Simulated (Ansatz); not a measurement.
```yaml
atoms:
  - { symbol: C, position_ang: [2.3707, 2.1163, 1.0570] }
  - { symbol: C, position_ang: [-0.7445, -0.6602, 0.6929] }
  - { symbol: In, position_ang: [0.6531, 0.9288, 0.7125] }
  - { symbol: S, position_ang: [-0.8945, 2.8463, -0.6663] }
  - { symbol: H, position_ang: [3.0834, 1.5628, 1.6833] }
  - { symbol: H, position_ang: [2.0702, 3.0429, 1.5673] }
  - { symbol: H, position_ang: [2.8405, 2.3619, 0.0936] }
  - { symbol: H, position_ang: [-0.3561, -1.5014, 1.2830] }
  - { symbol: H, position_ang: [-1.6928, -0.3100, 1.1258] }
  - { symbol: H, position_ang: [-0.9105, -0.9840, -0.3448] }
  - { symbol: H, position_ang: [0.0359, 3.4011, -1.4775] }
  - { symbol: H, position_ang: [-1.4383, 2.0866, -1.6453] }
```

Geometry: PBE0-D3(BJ)/def2-SVP; core potentials replace the inner electrons of In.

The calculation used isolated molecule in a Gaussian basis; Kohn-Sham density functional theory, functional PBE0 in Ansatz.

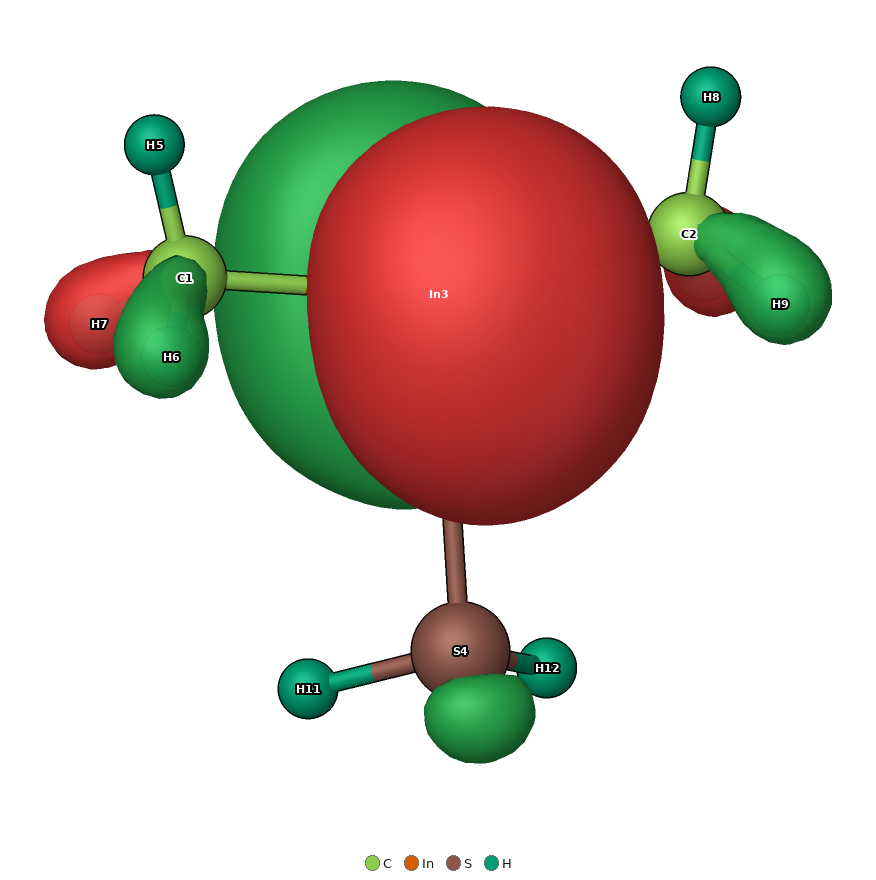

C2H8InS (charge +1). One frontier orbital at ±0.1 Å⁻³ᐟ² (green and red are the two phases), seen at a tilt.

**Which orbital is it: HOMO or LUMO?**

The LUMO, at −5.89 eV. By Hirshfeld shares it lies mainly on In3 (about 75 %).
